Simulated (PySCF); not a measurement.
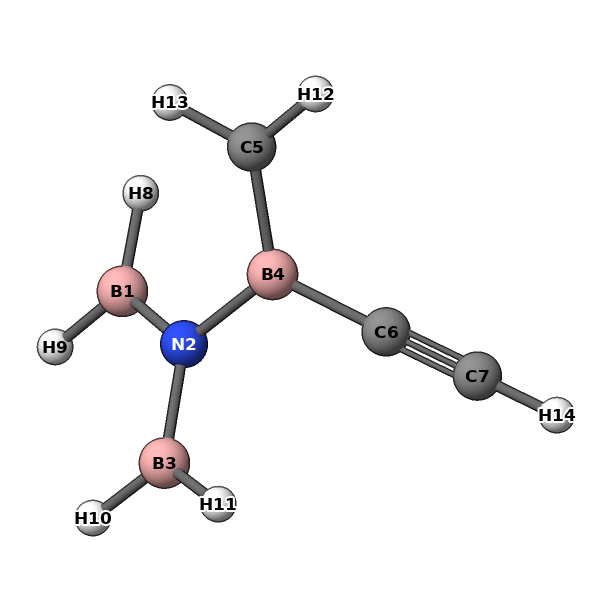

The questions are on Mulliken spin populations. State: neutral, doublet. The computed structure is the end point of a GFN2-xTB optimisation. No frequency run is at hand to confirm it as a minimum. Level of theory: UKS B3LYP, pcH-1 on B C H N, non-relativistic (PySCF 2.14.0).

> Which atom carries the largest spin population?

C5 (0.89 e).

> Which atom has the lowest spin population?

C6 (−0.05 e); a negative value comes from spin polarisation.

Give the Mulliken spin populations atom by atom.

```
atom  value (e)
  B1       0.01
  N2       0.01
  B3       0.01
  B4       0.11
  C5       0.89
  C6      −0.05
  C7       0.10
  H8       0.00
  H9       0.00
 H10       0.00
 H11       0.00
 H12      −0.04
 H13      −0.04
 H14       0.00
```

Mulliken values depend strongly on the basis set. The geometry is semi-empirical. Around B such bond lengths and angles can be off by a tenth of an ångström or more and by several degrees, and values that hang on the shape move with them.
